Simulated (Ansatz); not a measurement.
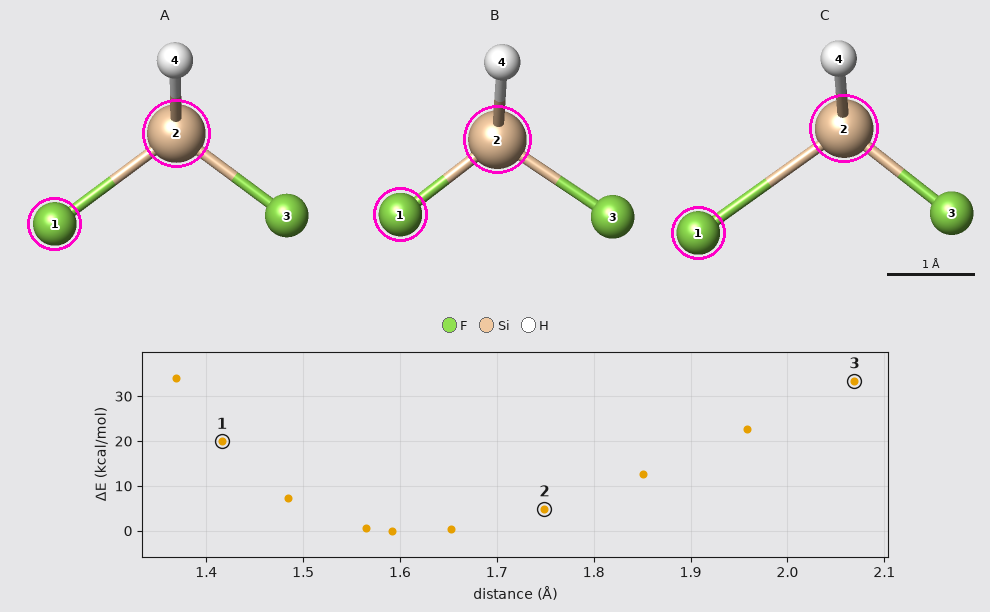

Energy scan for SiHF2 (multiplicity 2), in which the F1–Si2 distance is varied, with all other coordinates relaxed. The frames are shuffled; the numbered points of the plot belong to them. The picture is a ball-and-stick view, seen at a tilt. The ringed atoms are those of the scanned coordinate.

Single-point energies from Ansatz with PBE-D4 in the def2-TZVPP basis, on geometries relaxed under the constraint at PBE0-D4/def2-TZVP. Energies are counted from the PBE0-D4/def2-TZVP minimum geometry at the same level.

Which frame belongs to which numbered point?

Answer. Point 1 is frame B (the distance 1.416 Å, 20.0 kcal/mol); 2 is frame A (the distance 1.749 Å, 4.9 kcal/mol); 3 is frame C (the distance 2.069 Å, 33.4 kcal/mol). The lowest computed point lies at the distance 1.592 Å (0.0 kcal/mol). The curvature at the lowest point is about 35 eV/Å² (5.7 mdyn/Å). The well is steeper on the short side, as for any bond.
